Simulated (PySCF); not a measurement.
**One shape, several levels: C2H5InS (SMILES [CH3][In]1[CH2][S]1)**

Wanted: a comparison of 3 runs (HF/STO-3G, HF/3-21G, MP2/def2-TZVP) of C2H5InS. The job is set up through a Python script.

The results are computed with PySCF 2.14.0.

### 1 The system as given

C2H5InS: 9 atoms, total charge 0, spin state singlet. As SMILES, `[CH3][In]1[CH2][S]1`. The shape comes from GFN2-xTB, which is rough for such elements, and wasn't checked as a minimum.

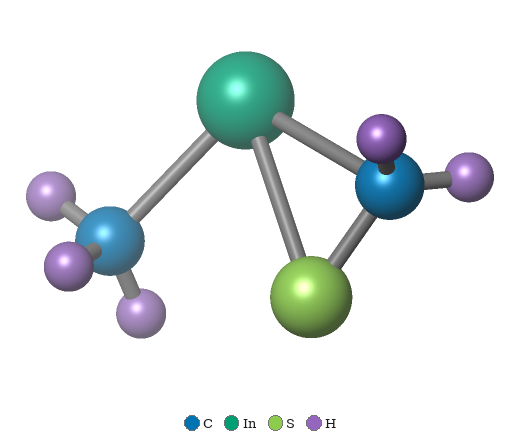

Viewed from a chosen angle; carbon blue, indium teal, sulfur green, hydrogen purple.

### 2 Energy and forces at HF/STO-3G (run 1)

File mol.xyz:

```xyz
9
C2H5InS
C     -0.755830     1.667210     0.270080
In     0.946090     0.557540    -0.959850
C      0.830820    -1.923150    -0.264810
S     -0.497190    -1.359730     0.560970
H     -1.764400     1.365080     0.006470
H     -0.614100     1.581750     1.343020
H     -0.588230     2.700200    -0.039840
H      0.694560    -2.465630    -1.194820
H      1.748280    -2.123270     0.278790
```

File run.py:

```python
import pyscf.grad
from pyscf import gto, scf

mol = gto.M(
    atom='mol.xyz',
    verbose=4,
    max_memory=1860,
    basis='sto-3g',
    charge=0,
)

mf = scf.RHF(mol)
mf.conv_tol = 1e-10
mf.kernel()
if not mf.converged:
    mf = mf.newton().run(mf.mo_coeff, mf.mo_occ)

e_tot = mf.e_tot
print(f'total energy: {e_tot:.8f} hartree')
grad = mf.Gradients().kernel()
dip = mf.dip_moment()
pop, q = mf.mulliken_pop()
```

Started as:

```
$ OMP_NUM_THREADS=1 python run.py
```

The log of the run:

```text
PySCF version 2.14.0

[... 67 lines left out ...]
converged SCF energy = -6153.64797363927
total energy: -6153.64797364 hartree
[... 11 lines left out ...]
Dipole moment(X, Y, Z, Debye):  0.92317, -1.32578, -0.51377
[... 61 lines left out ...]
charge of    8H =      0.07605
```

Run time: 5.4 s. Hardware: 1 thread of Intel Xeon at 2.70GHz, shared host; peak memory 0.12 GiB.

### 3 Energy and gradient at HF/3-21G (run 2)

File calc.py:

```python
from pyscf import gto

molecule = gto.Mole()
molecule.atom = '''
C     -1.428312     3.150570     0.510377
In     1.787851     1.053598    -1.813854
C      1.570022    -3.634227    -0.500418
S     -0.939553    -2.569517     1.060080
H     -3.334233     2.579627     0.012227
H     -1.160481     2.989074     2.537940
H     -1.111594     5.102638    -0.075287
H      1.312528    -4.659365    -2.257883
H      3.303770    -4.012399     0.526837
'''
molecule.verbose = 4
molecule.unit = 'bohr'
molecule.basis = '3-21g'
molecule.max_memory = 1860
molecule.build()

mf = molecule.RHF()
mf.conv_tol = 1e-10
mf.kernel()
if not mf.converged:
    mf = mf.newton().run(mf.mo_coeff, mf.mo_occ)

e_tot = mf.e_tot
print('E(%s) = %.9f' % ('HF', e_tot))
grad = mf.nuc_grad_method().kernel()
dip = mf.dip_moment()
pop, q = mf.mulliken_pop()
```

Started as:

```
$ OMP_NUM_THREADS=1 python calc.py
```

The log of the run:

```text
PySCF version 2.14.0

[... 65 lines left out ...]
converged SCF energy = -6188.44440921857
[... 12 lines left out ...]
Dipole moment(X, Y, Z, Debye):  1.36385, -0.05045, -1.00598
[... 82 lines left out ...]
charge of    8H =      0.28487
```

It took 5.4 s on 1 thread of Intel Xeon at 2.70GHz, shared host; peak memory 0.14 GiB.

### 4 Energy and forces at MP2/def2-TZVP (core potential) (run 3)

File job.py:

```python
from pyscf import gto, mp

molecule = gto.M(
    atom='''
C     -1.428312     3.150570     0.510377
In     1.787851     1.053598    -1.813854
C      1.570022    -3.634227    -0.500418
S     -0.939553    -2.569517     1.060080
H     -3.334233     2.579627     0.012227
H     -1.160481     2.989074     2.537940
H     -1.111594     5.102638    -0.075287
H      1.312528    -4.659365    -2.257883
H      3.303770    -4.012399     0.526837
''',
    max_memory=1860,
    ecp={'In': 'def2-svp'},
    verbose=4,
    basis='def2-tzvp',
    unit='bohr',
)

mf = molecule.RHF()
mf.conv_tol = 1e-10
mf.kernel()
if not mf.converged:
    mf = mf.newton().run(mf.mo_coeff, mf.mo_occ)

pt = mp.MP2(mf, frozen=11).run()
e_tot = pt.e_tot
print('E(%s) = %.9f' % ('MP2', e_tot))
grad = pt.nuc_grad_method().kernel()
dip = mf.dip_moment()
pop, q = mf.mulliken_pop()
```

Started as:

```
$ OMP_NUM_THREADS=1 python job.py
```

The log of the run:

```text
PySCF version 2.14.0

[... 73 lines left out ...]
converged SCF energy = -665.361593798277
[... 17 lines left out ...]
Dipole moment(X, Y, Z, Debye):  1.36874, -0.82238, -0.84711
[... 189 lines left out ...]
charge of    8H =      0.15843
```

It took 3.7 min on 1 thread of Intel Xeon at 2.70GHz, shared host; peak memory 2.3 GiB.

### 5 All runs side by side

```
run                           level  core potential  frozen core orbitals   energy (Eh)  dipole moment (D) of the reference  HOMO energy (eV)  LUMO energy (eV)  wall time
  1                       HF/STO-3G               –                     –  -6153.647974                                1.70             -3.47              4.25      5.4 s
  2                        HF/3-21G               –                     –  -6188.444409                                1.70             -7.15              0.17      5.4 s
  3  MP2/def2-TZVP (core potential)        def2-svp                    11   -666.168470                                1.81             -7.33              0.27    3.7 min
```

### 6 Summary of results

| quantity | value |
| --- | --- |
| run 3: total energy | -666.16847 Eh |
| run 3: dipole moment (Hartree–Fock density) | 1.81 D |
| run 3: HOMO energy (Hartree–Fock orbitals) | -7.33 eV |
| run 3: LUMO energy (Hartree–Fock orbitals) | 0.27 eV |
| run 3: HOMO–LUMO gap (Hartree–Fock orbitals) | 7.60 eV |
| run 3: correlation energy (11 core orbitals frozen) | -806.9 mEh |
| run 3: largest force on an atom | 0.848 eV/Å |

What this shows: Some runs of one species differ in core potentials or relativity; totals across that change don't compare. In run 1 the basis is minimal, so the values are rough. In runs 1, 2 relativity is left out where basis or elements ask for it. All runs together took 3.9 min, the longest 3.7 min.
